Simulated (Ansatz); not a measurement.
The starting structures come from a database of crystals and need not be the phases stable at ambient conditions.

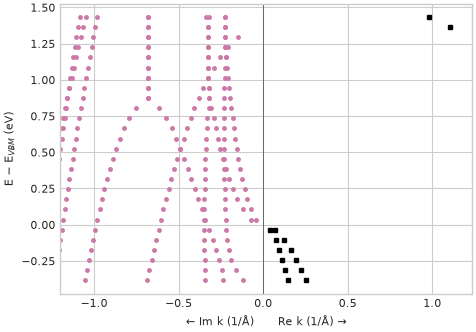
Complex bands at the centre of the two-dimensional zone; r2SCAN run with Ansatz (a quantum-chemistry and plane-wave program)

No gap correction and no spin-orbit coupling; mid-gap is the computed energy nearest the middle.

Problem. This is BP (P6_3mc, wurtzite, 4 atoms a cell, 11.6 Å³ an atom) along the normal of (100). Read off the slowest decay at the centre of the two-dimensional zone at 0.59 eV, the computed energy nearest the middle of the gap.

Solution. κ ≈ 0.17 1/Å, a decay length 1/(2κ) of the density of 3.0 Å.
